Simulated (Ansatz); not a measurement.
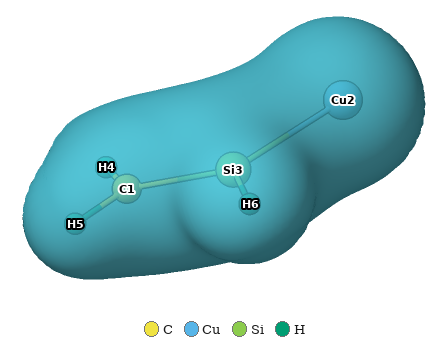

CH3CuSi (SMILES C=[SiH][Cu]). Isosurface of the electron density at 0.1 e/Å³ (cyan), seen at an oblique angle.

Geometry: r2SCAN-D4/def2-TZVP.

All numbers below come from Ansatz 0.2.0, isolated molecule in a Gaussian basis; Kohn-Sham density functional theory, functional PBE0.

The calculation's input:

```
basis:
  gaussian: {orbitals: def2-TZVPD}
crystal:
  periodic: [false, false, false]
  atoms:
    - {symbol: C, position_ang: [-0.374169, -0.572667, -0.856661]}
    - {symbol: Cu, position_ang: [-0.092394, 1.707132, 1.751934]}
    - {symbol: Si, position_ang: [0.020132, -0.255820, 0.785240]}
    - {symbol: H, position_ang: [-0.713269, 0.195818, -1.541733]}
    - {symbol: H, position_ang: [-0.298191, -1.570126, -1.279912]}
    - {symbol: H, position_ang: [0.468918, -1.436102, 1.578960]}
hamiltonian: {xc: {name: PBE0}}
output: {forces: true, orbitals: {seedname: orbitals}}
```

Launched as:

```sh
ansatz run input.yaml --threads 2 --pin off --max-ram 4350MiB --events-out events.jsonl --progress --plain --runs-dir runs
```

### Which contacts does the surface bridge?

At this value the surface is in one piece. It bridges the sampled C–Si (1.72 Å), Cu–Si (2.19 Å), C–H (1.08 Å) and Si–H (1.49 Å) contacts, where the density stays above the isovalue. On the grid the lowest density along these lines, outside the cores, is 1 e/Å³ (C–Si, 1.72 Å), 0.58 e/Å³ (Cu–Si, 2.19 Å), 1.9 e/Å³ (C–H, 1.08 Å) and 0.79 e/Å³ (Si–H, 1.49 Å).
